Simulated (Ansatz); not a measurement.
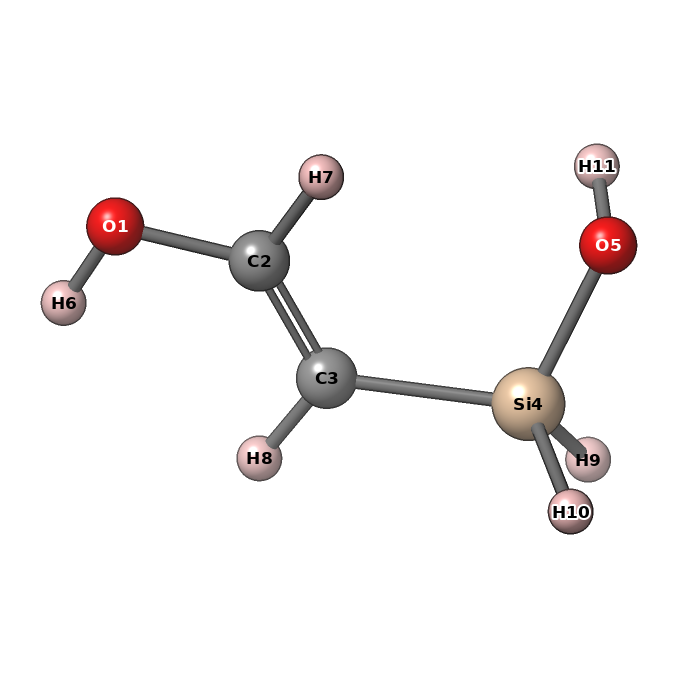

Atoms fade into the background with distance from the viewer. The computed structure is the end point of a PBE-D4/def2-SVP optimisation. No frequency run is at hand to confirm it as a minimum.

Q: Find the stereocentres and stereogenic double bonds.

A: Double bonds: C2=C3.

Q: What are the Cahn–Ingold–Prelog descriptors?

A: C2=C3: E.
